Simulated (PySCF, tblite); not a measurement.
# C₅H₉BOS: geometry, infrared bands and NMR shifts

Aim: predict the infrared bands and NMR shifts of C₅H₉BOS (`C=C[C@H]1COBSC1`).

Computed with tblite 0.8.0 and PySCF 2.14.0, with density-fitted response routines of our own, on a single molecule in the gas phase. Atoms count from 0, in the outputs and in this text.

## Step 1: The starting structure

17 atoms, charge 0, multiplicity 1; geometry from: force field or distance geometry start.

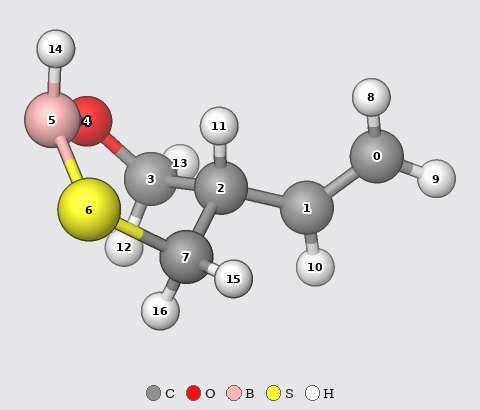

The starting geometry (carbon grey, oxygen red, boron pink, sulfur yellow, hydrogen white), atoms numbered.

## Step 2: Geometry optimisation with GFN2-xTB

What the job is given:

```
{"job": {"kind": "relax", "xc": "GFN2-xTB", "basis": "xTB"}, "charge": 0, "multiplicity": 1}
C      2.573400     0.524100    -0.015200
C      1.565400    -0.381000    -0.015900
C      0.160900     0.011900     0.085400
C     -0.687900    -0.469500    -1.086000
O     -1.710700     0.335400    -1.451900
B     -2.501600     0.932600    -0.379600
S     -2.166600     0.304700     1.366900
C     -0.543000    -0.544500     1.308100
H      2.369600     1.587000     0.044500
H      3.565000     0.106500    -0.078500
H      1.816400    -1.447800    -0.067700
H      0.010600     1.116100     0.132100
H     -1.062000    -1.497600    -0.767400
H     -0.048400    -0.679200    -1.990400
H     -2.561100     2.141100    -0.438000
H      0.020500    -0.419100     2.248000
H     -0.807600    -1.608700     1.095400
```

On the command line:

```sh
$ OMP_NUM_THREADS=1 python probes_run.py task.json out
```

This one command runs all jobs of the session in turn.

**Question.** This job is followed by: GFN2-xTB harmonic vibrations, gas phase; GIAO PBE0/pcSseg-1 NMR shielding, non-relativistic, gas phase. Predict these results of the whole session: strongest single infrared mode (GFN2-xTB); zero-point energy (GFN2-xTB); ¹³C shifts against TMS (PBE0/pcSseg-1); ¹H shifts against TMS (PBE0/pcSseg-1); ¹⁷O shifts against H2O (PBE0/pcSseg-1); ¹¹B shifts against BF3·OEt2 (PBE0/pcSseg-1); ³³S shifts against CS2 (PBE0/pcSseg-1).

**Answer**, as computed:

| quantity | value |
| --- | --- |
| strongest single infrared mode (GFN2-xTB) | 1281 cm⁻¹, 135 km/mol |
| zero-point energy (GFN2-xTB) | 83.7 kcal/mol |
| ¹³C shifts against TMS (PBE0/pcSseg-1) | 146.2, 125.3, 71.7, 48.8, 33.7 ppm |
| ¹H shifts against TMS (PBE0/pcSseg-1) | 5.76, 5.67, 5.47, 5.33, 4.31, 3.91, 2.67, 2.45, 2.39 ppm |
| ¹⁷O shifts against H2O (PBE0/pcSseg-1) | 176.3 ppm |
| ¹¹B shifts against BF3·OEt2 (PBE0/pcSseg-1) | 38.1 ppm |
| ³³S shifts against CS2 (PBE0/pcSseg-1) | -11 ppm |

In words: The optimisation took 59 steps and gained 1.568 eV; among the close pairs (by a distance rule), O4–B5 changed most, from 1.460 to 1.326 Å. No mode is imaginary among the 45: a minimum at this level. The strongest single mode, at 1281 cm⁻¹, is spread over several atoms, H10, B5, O4, H16 among them. GFN2-xTB is a fitted tight-binding method: band positions and strengths are rough. Its intensities can rank the bands wrongly. C1 (alkene CH) lies farthest downfield among carbon, at 146.2 ppm; as expected for a trigonal carbon in a double bond. H10 (hydrogen on an alkene CH) lies farthest downfield among hydrogen, at 5.76 ppm; olefinic region. At PBE0/pcSseg-1: Shielding is most anisotropic at O4 (span 389 ppm, paramagnetic term -231 ppm).
